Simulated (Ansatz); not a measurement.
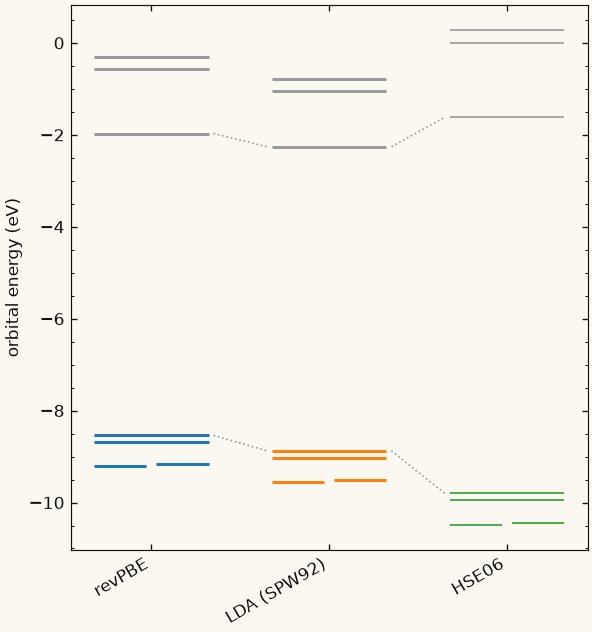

Frontier orbital energies of B₂O₃, SMILES O=BOB=O at one geometry, def2-TZVPP, the Ansatz code 0.2.0, at a PBE0-D4/def2-TZVP geometry (a minimum by its frequencies). Empty levels are grey, levels within 0.1 eV stand side by side; all columns show the same few orbitals around the gap. Dotted lines join the HOMOs and the LUMOs.

Q: Compare the HOMO-LUMO separations.

A: The separation grows from 6.57 eV (revPBE) to 8.18 eV (HSE06).

```tsv
level	HOMO (eV)	LUMO (eV)	separation (eV)
revPBE	−8.54	−1.97	6.57
LDA (SPW92)	−8.88	−2.26	6.62
HSE06	−9.80	−1.62	8.18
```

Limits of at least one run: empty levels above zero depend strongly on the basis; one conformer of a flexible molecule.
